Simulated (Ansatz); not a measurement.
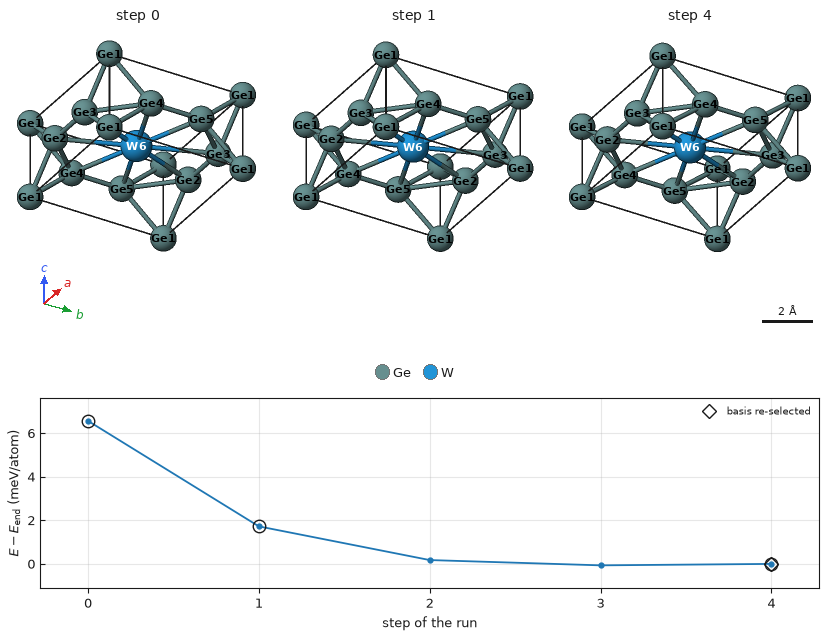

Frames of a relaxation of a crystal of Ge$_{5}$W (a generated structure, set up in P4/mmm) (coarse preliminary run), marked on the history of the run. The picture is a ball-and-stick view of the cell of the calculation, seen from a free direction.

These are results of Ansatz 0.2.0, DFT PBE, scalar-relativistic, plane waves, PAW, not measurements.

Input file:
```yaml
crystal:
  lattice:
    - [6.2073492978, 0.0, 0.0]
    - [0.0, 6.2073492978, 0.0]
    - [0.0, 0.0, 3.4522153141]
  atoms:
    - { symbol: Ge, position: [0.0, 0.0, 0.0] }
    - { symbol: Ge, position: [0.3117873954, 0.0, 0.5] }
    - { symbol: Ge, position: [0.6882126046, 0.0, 0.5] }
    - { symbol: Ge, position: [0.0, 0.3117873954, 0.5] }
    - { symbol: Ge, position: [0.0, 0.6882126046, 0.5] }
    - { symbol: W, position: [0.5, 0.5, 0.5] }
basis:
  ecutwfc: 420
kpoints:
  mp_grid: { grid: [4, 4, 6] }
hamiltonian:
  xc: pbe
scf:
  occupations: { method: gaussian, width: 0.1 }
  lower_state_search: "off"
output:
  forces: true
  stress: true
  eigenvalues: true
relax:
  adjacent_minimum: "off"
  f_tol: 0.04
  max_steps: 70
  cell: { stress_tol: 0.4 }
```

Launched with:
```bash
ansatz run input.yaml --threads 1 --pin off --max-ram 2560MiB --backend cpu --events-out ev --progress --plain --runs-dir out
```

Q: What happens along the run?

A: Over 3 accepted moves (4 points after the start) the energy falls by 6.6 meV per atom. Largest force component: 0.28 eV/Å at the start, 0.038 eV/Å at the end. Pressure: −0.15 GPa at the start and 0.08 GPa at the end. The SCF was repeated once at an unchanged geometry on a basis and grid sized afresh for the cell, which shifted the energy by 0.1 meV per atom at most. The largest moves relative to the cell, 0.019 Å, are those of Ge2, Ge3, Ge4 and Ge5. Ge2 goes along +a. W stays in place. Cell: a = b 6.207 → 6.298 Å (+1.5 %), c 3.452 → 3.296 Å (−4.5 %). Volume −1.7 %. Some distances before and after: W6–W6 3.452 → 3.296 Å, Ge2–Ge4 2.737 → 2.804 Å, Ge2–W6 3.316 → 3.358 Å, Ge1–Ge2 2.593 → 2.578 Å. The space group stays P4/mmm (No. 123). The run took 51 s on 1 thread of Intel(R) Xeon(R) Processor @ 2.70GHz, with other jobs on the host, peak memory 0.49 GiB. From step 0 to 1: Ge atoms move most (0.02 Å), volume −0.8 %, energy −4.8 meV per atom. From step 1 to 4: volume −0.9 %, energy −1.7 meV per atom.
